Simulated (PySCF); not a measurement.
SMILES O=[Si]=O (O2Si) at its PBE0/def2-SVP optimised geometry (Å):

```
3

O     -1.5184     0.0000     0.0000
Si     0.0000     0.0000     0.0000
O      1.5184     0.0000     0.0000
```

Computed with PySCF with PBE0/def2-TZVP. Cells within 0.4 Å of a nucleus heavier than hydrogen are left out (blank, or x).

Map of the LUMO amplitude (bohr^(-3/2)), clipped to [-0.25, 0.25] on the plane z = 0.0 Å; orbital energy -3.52 eV, overall sign arbitrary:

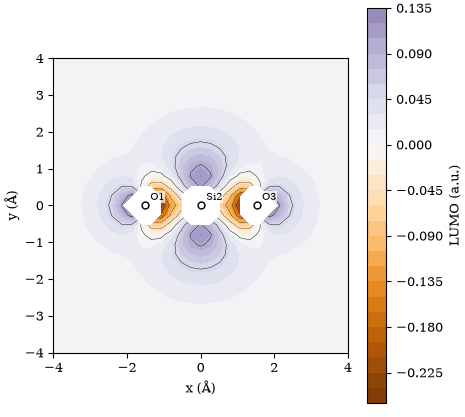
Fig. 1. LUMO amplitude (bohr^(-3/2)), clipped to [-0.25, 0.25] on the plane z = 0.0 Å.
